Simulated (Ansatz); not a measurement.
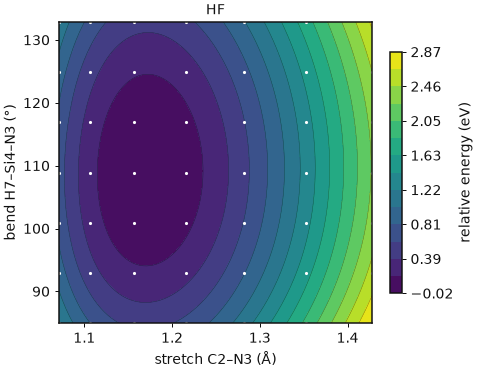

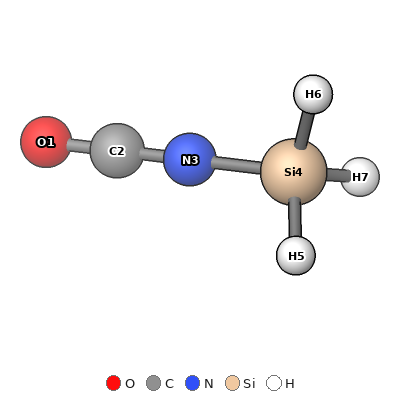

Energy landscape of CH₃NOSi, SMILES O=C=N[SiH3] over the stretch C2–N3 and the bend H7–Si4–N3. Method named on the plot, def2-TZVPP, the Ansatz code 0.2.0, cores frozen in correlated methods. A stretch and then a bend are set rigidly from the minimum (PBE0-D4/def2-TZVP); energies less that of the minimum; in a bend the first-named atom and what hangs on it turn. The map is drawn from 7 × 7 computed points, interpolated. Dots mark the computed points.

Q: How does the best value of the first coordinate follow the second?

A: It moves little, from 1.170 to 1.173 Å, as the second goes from 85 to 133° (from a spline through the points).

Q: Give the energies on the grid.

A: In eV; across: stretch C2–N3 (Å), down: bend H7–Si4–N3 (°).
```tsv
	1.07	1.11	1.16	1.22	1.28	1.35	1.43
85	1.24	0.82	0.56	0.66	1.13	1.90	2.87
93	0.92	0.49	0.23	0.33	0.80	1.57	2.54
101	0.75	0.31	0.05	0.15	0.61	1.37	2.34
109	0.70	0.26	−0.01	0.08	0.54	1.30	2.27
117	0.76	0.32	0.05	0.14	0.59	1.35	2.31
125	0.93	0.49	0.21	0.30	0.75	1.50	2.46
133	1.19	0.75	0.47	0.56	1.00	1.75	2.71
```
